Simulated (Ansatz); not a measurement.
# CHBSi (triplet): wave-function methods side by side at a displaced geometry (v2), cc-pVDZ

Aim: climb from Hartree-Fock through coupled cluster for CHBSi (triplet) at one geometry and basis, and see what each rung misses.

Program: Ansatz 0.2.0, Gaussian basis. Level of theory: cc-pVDZ, core rule «outside noble gas», up to 7 orbitals frozen. These are calculated values, not measurements.

The runs, in order: UHF; CCSD(T) on ROHF; CCSD(T) on UHF; BCCD(T) on ROHF; CISD; CCSDT(Q) on ROHF; CCSDT(Q) on UHF.

18 further runs of the same task are left out: 5 that didn't finish, 13 set aside as unsound or not needed.

## 1. The geometry

The geometry is a PBE0/def2-TZVP stationary point (not a proven minimum) with its atoms shifted at random (size 0.100 Å).

4 atoms, charge 0, spin multiplicity 3.

Atoms are counted from 1 here; the program's logs count them from 0.

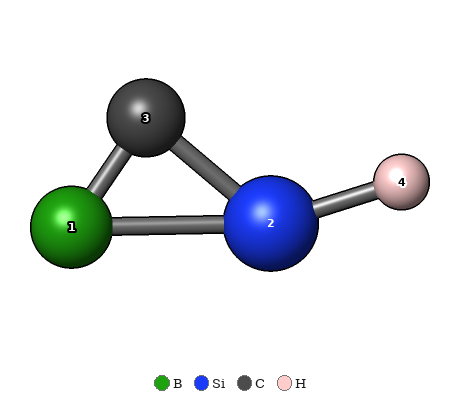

The geometry (boron green, silicon blue, carbon dark grey, hydrogen pink); atoms are numbered from 1 in the order of the file.

Coordinates:

| atom | x (Å) | y (Å) | z (Å) |
| --- | --- | --- | --- |
| B1 | 0.1097 | -0.5395 | 1.3042 |
| Si2 | -0.0552 | -0.1265 | -0.7486 |
| C3 | 0.0215 | 0.7334 | 0.7464 |
| H4 | 0.1046 | 0.5731 | -2.0233 |

In the tables R marks a restricted open-shell determinant and U an unrestricted one; energies count from the table's Hartree-Fock row.

## 2. UHF

Input file in.yaml:

```yaml
crystal:
  periodic: [false, false, false]
  atoms:
    - {symbol: B, position_ang: [0.109713, -0.539545, 1.304154]}
    - {symbol: Si, position_ang: [-0.055161, -0.126513, -0.748606]}
    - {symbol: C, position_ang: [0.021459, 0.733390, 0.746426]}
    - {symbol: H, position_ang: [0.104567, 0.573135, -2.023270]}
basis:
  gaussian: {orbitals: cc-pVDZ}
magnetization: {spin_polarized: true, initial_magnetization: 2}
hamiltonian: {xc: hf}
output: {orbitals: {seedname: orbitals}}
```

Run with:

```bash
$ ansatz run in.yaml --threads 1 --pin off --events-out ev --progress --plain --max-ram 2393MiB
```

The program printed:

```text
Functional definition: HF
  name "HF"
  cite "Fock, Z. Phys. 61, 126 (1930) doi:10.1007/BF01340294"
  parent pbe
  exchange = exact_x
  correlation = 0
493 factors; integrals over basis functions are off by at most 1.1e-3 eV
mean field evaluation 1: about -9571.4903 eV, gradient 2.0e1 eV
mean field evaluation 2: about -9571.4949 eV, gradient 2.0e1 eV
mean field evaluation 4: about -9574.3170 eV, gradient 3.3e0 eV
mean field evaluation 8: about -9574.6202 eV, gradient 1.9e-1 eV
mean field evaluation 16: about -9571.8611 eV, gradient 1.6e0 eV
mean field evaluation 32: about -9571.3435 eV, gradient 5.8e0 eV
mean field -9574.62305797 eV, -351.8609074677 hartree, gradient 3.0e-5 eV, S^2 2.102450; 4 other end points of the search recorded, 0 dependent functions left out
reference -9574.62305797 eV, -351.8609074677 hartree; 14, 12 occupied and 37, 39 virtual orbitals, 493 factors
Total energy: -9574.62305797 eV, -351.8609074677 hartree
```

It took 2.1 s on 1 thread of Arm Neoverse N1, shared host.

From the report: ⟨S²⟩ of the determinant 2.102 (pure triplet: 2.00).

## 3. CCSD(T) on ROHF

in.yaml, as its differences from that of step 2:

```diff
@@ -9,4 +9,4 @@
   gaussian: {orbitals: cc-pVDZ}
-magnetization: {spin_polarized: true, initial_magnetization: 2}
-hamiltonian: {xc: hf}
-output: {orbitals: {seedname: orbitals}}
+magnetization: {spin_polarized: false, initial_magnetization: 2}
+correlation: {method: ccsd_t, electrons: outside_noble_gas}
+output: {forces: true}
```

Launched as before.

The program printed, shortened:

```text
Functional definition: HF
  name "HF"
  cite "Fock, Z. Phys. 61, 126 (1930) doi:10.1007/BF01340294"
  parent pbe
[...]
493 factors; integrals over basis functions are off by at most 1.1e-3 eV
[...]
mean field -9574.23368154 eV, -351.8465981481 hartree, gradient 4.2e-6 eV, S^2 2.000000; 4 other end points of the search recorded, 0 dependent functions left out
[...]
determinant -9574.23368154 eV, -351.8465981481 hartree, with singles and doubles -9582.25997801 eV, -352.1415591029 hartree
determinant -9572.13539483 eV, -351.7694875336 hartree, with singles and doubles -9579.81675028 eV, -352.0517721396 hartree
determinant -9571.83715413 eV, -351.7585273899 hartree, with singles and doubles -9580.12542517 eV, -352.0631157329 hartree
7 core orbitals not correlated: weight in the atoms' cores, before any rotation towards them, 1.000 or more for the frozen orbitals, at most 0.000 for the correlated occupied ones
reference -9574.23368154 eV, -351.8465981481 hartree; 7, 5 occupied and 37, 39 virtual orbitals, 493 factors
second order -7.31721118 eV of doubles, -0.14120977 eV of singles
cycle   1  -8.02634093 eV  change   -4.4e-5 eV  update   2.4e-3
[...]
cycle  13  -8.02772785 eV  change   -1.6e-7 eV  update   6.1e-7
perturbative correction -0.48614385 eV, -0.0178654568 hartree
[...]
Total energy: -9582.74755324 eV, -352.1594771619 hartree
Atom 0 at     0.109713    -0.539545     1.304154 Å, force     0.153961    -2.080021     1.408997 eV/Å
Atom 1 at    -0.055161    -0.126513    -0.748606 Å, force    -0.190095    -1.207458    -0.954390 eV/Å
Atom 2 at     0.021459     0.733390     0.746426 Å, force    -0.050003     2.749244     0.339343 eV/Å
Atom 3 at     0.104567     0.573135    -2.023270 Å, force     0.086137     0.538234    -0.793950 eV/Å
Dipole moment:    -0.005557    -0.133569    -0.315012 e Å
```

Run time: 14 s. Hardware: 1 thread of Arm Neoverse N1, shared host.

From the report: correlation -8.5139 eV; T1 0.035; largest double amplitude 0.06.

## 4. CCSD(T) on UHF

in.yaml, as its differences from that of step 3:

```diff
@@ -9,3 +9,3 @@
   gaussian: {orbitals: cc-pVDZ}
-magnetization: {spin_polarized: false, initial_magnetization: 2}
+magnetization: {spin_polarized: true, initial_magnetization: 2}
 correlation: {method: ccsd_t, electrons: outside_noble_gas}
```

Same command.

The program printed, shortened:

```text
Functional definition: HF
  name "HF"
  cite "Fock, Z. Phys. 61, 126 (1930) doi:10.1007/BF01340294"
  parent pbe
[...]
493 factors; integrals over basis functions are off by at most 1.1e-3 eV
[...]
mean field -9574.62305797 eV, -351.8609074677 hartree, gradient 2.3e-6 eV, S^2 2.102449; 0 other end points of the search recorded, 0 dependent functions left out
7 core orbitals not correlated: weight in the atoms' cores, before any rotation towards them, 1.000 or more for the frozen orbitals, at most 0.000 for the correlated occupied ones
reference -9574.62305797 eV, -351.8609074677 hartree; 7, 5 occupied and 37, 39 virtual orbitals, 493 factors
second order -6.80631742 eV of doubles, -0.00000000 eV of singles
cycle   1  -7.16814900 eV  change   -3.6e-1 eV  update   1.0e-1
[...]
cycle  18  -7.66385754 eV  change    3.2e-7 eV  update   6.8e-7
perturbative correction -0.45108167 eV, -0.0165769455 hartree
[...]
Total energy: -9582.73799717 eV, -352.1591259831 hartree
Atom 0 at     0.109713    -0.539545     1.304154 Å, force     0.152018    -2.054907     1.403606 eV/Å
Atom 1 at    -0.055161    -0.126513    -0.748606 Å, force    -0.187580    -1.190582    -0.948372 eV/Å
Atom 2 at     0.021459     0.733390     0.746426 Å, force    -0.049079     2.711749     0.335840 eV/Å
Atom 3 at     0.104567     0.573135    -2.023270 Å, force     0.084641     0.533740    -0.791074 eV/Å
Dipole moment:    -0.005704    -0.138778    -0.317509 e Å
```

It took 11 s on 1 thread of Arm Neoverse N1, shared host.

From the report: ⟨S²⟩ of the determinant 2.102 (pure triplet: 2.00); correlation -8.1149 eV; T1 0.037; largest double amplitude 0.06.

## 5. BCCD(T) on ROHF

in.yaml, as its differences from that of step 4:

```diff
@@ -9,4 +9,3 @@
   gaussian: {orbitals: cc-pVDZ}
-magnetization: {spin_polarized: true, initial_magnetization: 2}
-correlation: {method: ccsd_t, electrons: outside_noble_gas}
-output: {forces: true}
+magnetization: {spin_polarized: false, initial_magnetization: 2}
+correlation: {method: bccd_t, electrons: outside_noble_gas}
```

Same command.

The program printed, shortened:

```text
Functional definition: HF
  name "HF"
  cite "Fock, Z. Phys. 61, 126 (1930) doi:10.1007/BF01340294"
  parent pbe
[...]
493 factors; integrals over basis functions are off by at most 1.1e-3 eV
[...]
mean field -9574.23368154 eV, -351.8465981481 hartree, gradient 4.2e-6 eV, S^2 2.000000; 4 other end points of the search recorded, 0 dependent functions left out
[...]
determinant -9574.23368154 eV, -351.8465981481 hartree, with singles and doubles -9582.25997801 eV, -352.1415591029 hartree
determinant -9572.13539483 eV, -351.7694875336 hartree, with singles and doubles -9579.81675028 eV, -352.0517721396 hartree
determinant -9571.83715413 eV, -351.7585273899 hartree, with singles and doubles -9580.12542517 eV, -352.0631157329 hartree
7 core orbitals not correlated: weight in the atoms' cores, before any rotation towards them, 1.000 or more for the frozen orbitals, at most 0.000 for the correlated occupied ones
reference -9574.23368154 eV, -351.8465981481 hartree; 7, 5 occupied and 37, 39 virtual orbitals, 493 factors
second order -7.31721118 eV of doubles, -0.14120977 eV of singles
cycle   1  -8.00696414 eV  change    1.9e-2 eV  update   1.7e-2
[...]
cycle  13  -8.01474155 eV  change   -2.2e-6 eV  update   7.1e-6
perturbative correction -0.49994390 eV, -0.0183725993 hartree
Total energy: -9582.74836699 eV, -352.1595070666 hartree
```

Run time: 7 s. Hardware: 1 thread of Arm Neoverse N1, shared host.

From the report: correlation -8.5147 eV; largest double amplitude 0.06.

## 6. CISD

in.yaml, as its differences from that of step 5:

```diff
@@ -10,2 +10,2 @@
 magnetization: {spin_polarized: false, initial_magnetization: 2}
-correlation: {method: bccd_t, electrons: outside_noble_gas}
+correlation: {active_space: {ras: {orbitals: [5, 2, 37], electrons: 12, max_holes: 2, max_particles: 2}, fixed_orbitals: true}}
```

The command is unchanged.

The program printed:

```text
Functional definition: HF
  name "HF"
  cite "Fock, Z. Phys. 61, 126 (1930) doi:10.1007/BF01340294"
  parent pbe
  exchange = exact_x
  correlation = 0
493 factors; integrals over basis functions are off by at most 1.1e-3 eV
mean field evaluation 1: about -9571.5278 eV, gradient 2.4e1 eV
mean field evaluation 2: about -9571.5324 eV, gradient 2.4e1 eV
mean field evaluation 4: about -9574.0140 eV, gradient 4.5e0 eV
mean field evaluation 8: about -9574.2300 eV, gradient 2.0e-1 eV
mean field evaluation 16: about -9572.1488 eV, gradient 9.4e0 eV
mean field -9574.23368154 eV, -351.8465981481 hartree, gradient 4.2e-6 eV, S^2 2.000000; 2 other end points of the search recorded, 0 dependent functions left out
reference -9574.23368154 eV, -351.8465981481 hartree; 14, 12 occupied and 37, 39 virtual orbitals, 493 factors
state -9581.46015659 eV, -352.1121662077 hartree
Total energy: -9581.46015659 eV, -352.1121662077 hartree
```

It took 7.5 s on 1 thread of Arm Neoverse N1, shared host.

From the report: 300,156 determinants.

## 7. CCSDT(Q) on ROHF

in.yaml, as its differences from that of step 6:

```diff
@@ -10,2 +10,2 @@
 magnetization: {spin_polarized: false, initial_magnetization: 2}
-correlation: {active_space: {ras: {orbitals: [5, 2, 37], electrons: 12, max_holes: 2, max_particles: 2}, fixed_orbitals: true}}
+correlation: {method: ccsdt_q, electrons: outside_noble_gas}
```

Same command.

The program printed, shortened:

```text
Functional definition: HF
  name "HF"
  cite "Fock, Z. Phys. 61, 126 (1930) doi:10.1007/BF01340294"
  parent pbe
[...]
975 factors; integrals over basis functions are off by at most 1.5e-7 eV
[...]
mean field -9574.23374469 eV, -351.8466004687 hartree, gradient 2.2e-6 eV, S^2 2.000000; 4 other end points of the search recorded, 0 dependent functions left out
determinant -9574.23374469 eV, -351.8466004687 hartree, with singles and doubles -9582.26003631 eV, -352.1415612451 hartree
determinant -9572.13545888 eV, -351.7694898874 hartree, with singles and doubles -9579.81680903 eV, -352.0517742989 hartree
determinant -9571.83721949 eV, -351.7585297920 hartree, with singles and doubles -9580.12558988 eV, -352.0631217857 hartree
7 core orbitals not correlated: weight in the atoms' cores, before any rotation towards them, 1.000 or more for the frozen orbitals, at most 0.000 for the correlated occupied ones
reference -9574.23374469 eV, -351.8466004687 hartree; 7, 5 occupied and 37, 39 virtual orbitals, 975 factors
second order -7.31722987 eV of doubles, -0.14120912 eV of singles
cycle   1  -7.57891940 eV  change   -1.2e-1 eV  update   1.2e-1
[...]
cycle  22  -8.54742025 eV  change   -1.1e-6 eV  update   6.5e-7
perturbative correction -0.04445732 eV, -0.0016337763 hartree
Total energy: -9582.82562226 eV, -352.1623461454 hartree
```

Run time: 3.3 min. Hardware: 1 thread of Arm Neoverse N1, shared host; peak memory 0.78 GiB.

From the report: correlation -8.5919 eV; T1 0.037; largest double amplitude 0.08.

## 8. CCSDT(Q) on UHF

in.yaml, as its differences from that of step 7:

```diff
@@ -9,3 +9,3 @@
   gaussian: {orbitals: cc-pVDZ}
-magnetization: {spin_polarized: false, initial_magnetization: 2}
+magnetization: {spin_polarized: true, initial_magnetization: 2}
 correlation: {method: ccsdt_q, electrons: outside_noble_gas}
```

Same command.

The program printed, shortened:

```text
Functional definition: HF
  name "HF"
  cite "Fock, Z. Phys. 61, 126 (1930) doi:10.1007/BF01340294"
  parent pbe
[...]
975 factors; integrals over basis functions are off by at most 1.5e-7 eV
[...]
mean field -9574.62312001 eV, -351.8609097475 hartree, gradient 2.1e-6 eV, S^2 2.102449; 0 other end points of the search recorded, 0 dependent functions left out
7 core orbitals not correlated: weight in the atoms' cores, before any rotation towards them, 1.000 or more for the frozen orbitals, at most 0.000 for the correlated occupied ones
reference -9574.62312001 eV, -351.8609097475 hartree; 7, 5 occupied and 37, 39 virtual orbitals, 975 factors
second order -6.80633859 eV of doubles, -0.00000000 eV of singles
cycle   1  -7.16814695 eV  change   -3.6e-1 eV  update   1.2e-1
[...]
cycle  22  -8.16336825 eV  change    2.8e-7 eV  update   1.0e-6
perturbative correction -0.04398256 eV, -0.0016163292 hartree
Total energy: -9582.83047081 eV, -352.1625243265 hartree
```

Run time: 3 min. Hardware: 1 thread of Arm Neoverse N1, shared host; peak memory 0.65 GiB.

From the report: ⟨S²⟩ of the determinant 2.102 (pure triplet: 2.00); correlation -8.2074 eV; T1 0.040; largest double amplitude 0.07.

## 9. The ladder

The yardstick is UCCSDT(Q), where the cluster series has nearly closed. Rows without a time come out of other runs: HF, MP2 and CCSD of CCSD(T), CCSDT of CCSDT(Q). The times of RCCSD(T), UCCSD(T) include forces.

Differences are taken before rounding.

| method | energy from the lowest ROHF (meV) | from UCCSDT(Q) (meV) | time |
| --- | --- | --- | --- |
| ROHF | 0.0 | +8596.8 |  |
| UHF | -389.4 | +8207.4 |  |
| RMP2 | -7458.4 | +1138.4 |  |
| UMP2 | -7195.7 | +1401.1 |  |
| CISD | -7226.5 | +1370.3 | 7.5 s |
| RCCSD | -8027.7 | +569.1 |  |
| UCCSD | -8053.2 | +543.6 |  |
| RCCSD(T) | -8513.9 | +82.9 | 14 s |
| UCCSD(T) | -8504.3 | +92.5 | 11 s |
| BCCD(T) | -8514.7 | +82.1 | 7 s |
| RCCSDT | -8547.5 | +49.3 |  |
| UCCSDT | -8552.8 | +44.0 |  |
| RCCSDT(Q) | -8591.9 | +4.8 | 3.3 min |
| UCCSDT(Q) | -8596.8 | 0 | 3 min |

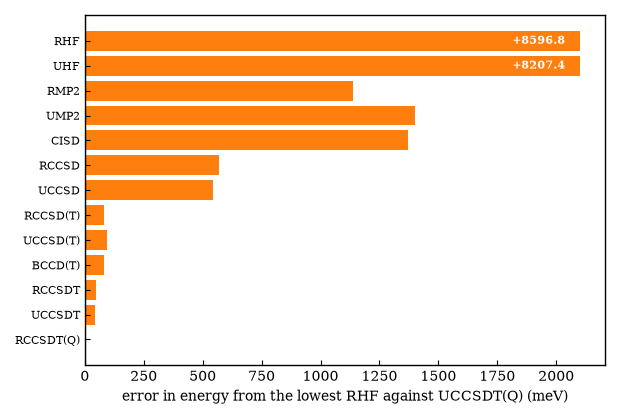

Deviations from UCCSDT(Q), method by method. Bars with a number in them are cut short.

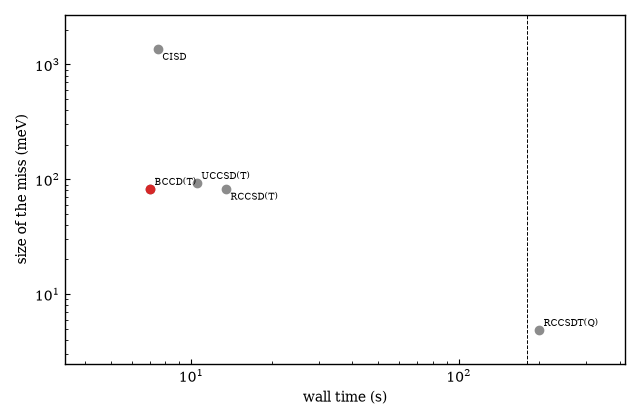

Miss against cost. Red marks the levels that no quicker level drawn beats (of those quicker than the yardstick), and the dashed line is the time of UCCSDT(Q). Times are from a shared host.

## 10. What came out

| quantity | value |
| --- | --- |
| UCCSDT(Q) from the ROHF energy | -8.5968 eV |
| RMP2 from UCCSDT(Q) | +1138.4 meV |
| UMP2 from UCCSDT(Q) | +1401.1 meV |
| RCCSD from UCCSDT(Q) | +569.1 meV |
| RCCSD(T) from UCCSDT(Q) | +82.9 meV |
| UCCSD(T) from UCCSDT(Q) | +92.5 meV |
| RCCSDT(Q) from UCCSDT(Q) | +4.8 meV |
| levels within 1 kcal/mol (43 meV) | RCCSDT(Q) |
| T1 diagnostic | 0.035 |

In words: RCCSD(T) lands +82.9 meV from the yardstick (1.0 % of the correlation energy). These misses are within one basis, not against nature; the frozen cores of restricted and unrestricted runs differ, which can shift their rows.

With open shells the CI space here admits some triples and quadruples, so it is larger than plain CISD.

BCCD(T) reaches 82.1 meV from the reference in 7 s, where UCCSDT(Q) took 3 min.
